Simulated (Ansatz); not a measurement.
# Appearance energy of a fragment ion: C3H5F3O → [CF3]+ + C2H5O + e⁻

Species: C3H5F3O `CCOC(F)(F)F`, singlet; [CF3]+ `F[C+](F)F`, singlet; C2H5O (ethoxy radical) `CC[O]`, doublet. 

Shapes, held fixed at every level: PBE0-D4/def2-TZVP. Flexible molecules stand in one conformer, not always the lowest. Programs: Ansatz 0.2.0. Electronic energies: no zero-point or thermal term.

```csv
level,kind,ΔE (eV),less CCSD(T)/CBS estimate
SPW92/def2-TZVPP,LDA,+14.06,+0.23
B3LYP-D4/def2-TZVPP,global hybrid,+13.50,-0.33
BHLYP-D4/def2-TZVPP,global hybrid,+13.49,-0.34
wB97M-V/def2-TZVPP,range-separated hybrid,+13.56,-0.27
B2PLYP/def2-TZVPP,double hybrid,+13.46,-0.37
CCSD(T)/def2-SVP,coupled cluster or CI,+13.42,-0.41
CCSD/def2-TZVPP,coupled cluster or CI,+13.51,-0.32
CCSD(T)/CBS estimate,coupled cluster or CI,+13.83,0.00
```

The highest level, CCSD(T)/CBS estimate, gives ΔE = +13.83 eV; the levels span +13.42 to +14.06. The column of differences is taken from that level and isn't an error. No measured value is set beside it here. Open shells run unrestricted unless RO is named. The CBS estimate extrapolates MP2 from def2-TZVPP and def2-QZVPP and adds CCSD(T) − MP2 in the triple-zeta set, cores frozen. The onset seen in experiment also holds zero-point changes and kinetic shifts.

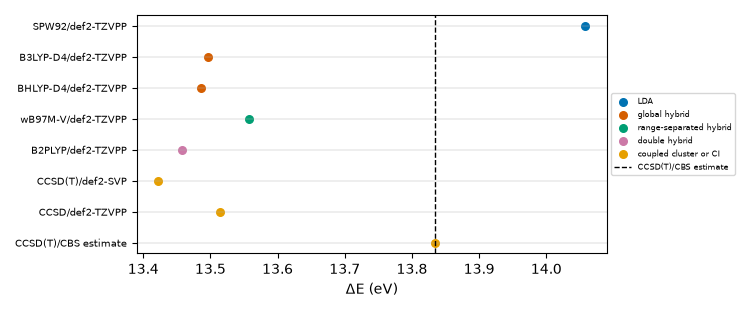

The values of the table, level by level.
